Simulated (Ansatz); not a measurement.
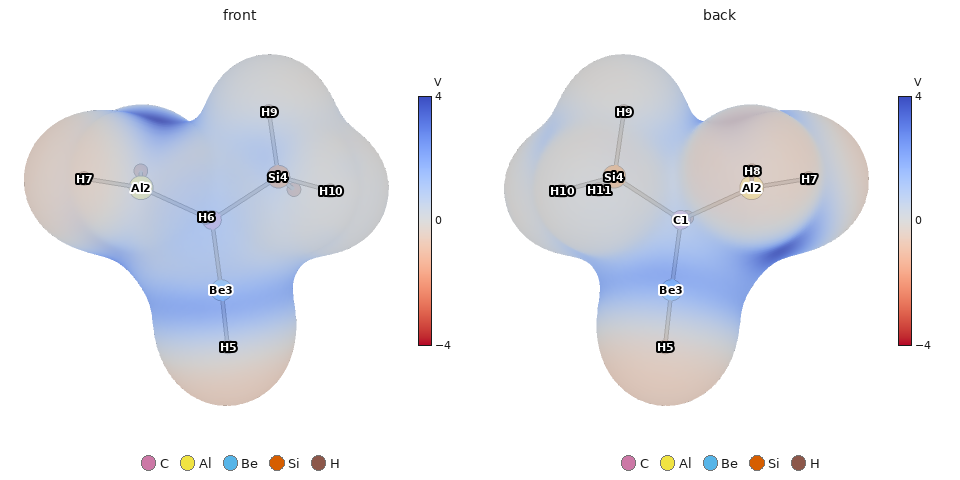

Figure. CH$_{7}$AlBeSi. The molecular electrostatic potential painted on the density surface at 0.002 e/bohr³, seen from the front and from behind; red is negative and blue positive.

Geometry: PBE0-D3(BJ)/def2-SVP.

Method: isolated molecule in a Gaussian basis; Kohn-Sham density functional theory, functional PBE0 (Ansatz).

```yaml
atoms:
  - { symbol: C, position_ang: [0.4305, -2.7324, 0.0081] }
  - { symbol: Al, position_ang: [-0.2743, -4.2764, 0.9557] }
  - { symbol: Be, position_ang: [-0.6465, -2.1220, -1.0957] }
  - { symbol: Si, position_ang: [0.9558, -1.3846, 1.2052] }
  - { symbol: H, position_ang: [-1.5326, -1.6563, -1.9808] }
  - { symbol: H, position_ang: [1.3098, -3.0868, -0.5689] }
  - { symbol: H, position_ang: [0.1985, -5.7379, 0.5436] }
  - { symbol: H, position_ang: [-1.3205, -4.0621, 2.1354] }
  - { symbol: H, position_ang: [1.7522, -1.9179, 2.3601] }
  - { symbol: H, position_ang: [1.8002, -0.3430, 0.5388] }
  - { symbol: H, position_ang: [-0.2494, -0.7082, 1.7803] }
```

**Where is the surface potential most negative and most positive?**

The most negative region (about −0.5 V) lies over H5, the most positive (about +3.7 V) over Al2.

**What dipole moment does the calculation give?**

Its dipole moment is 0.93 D.
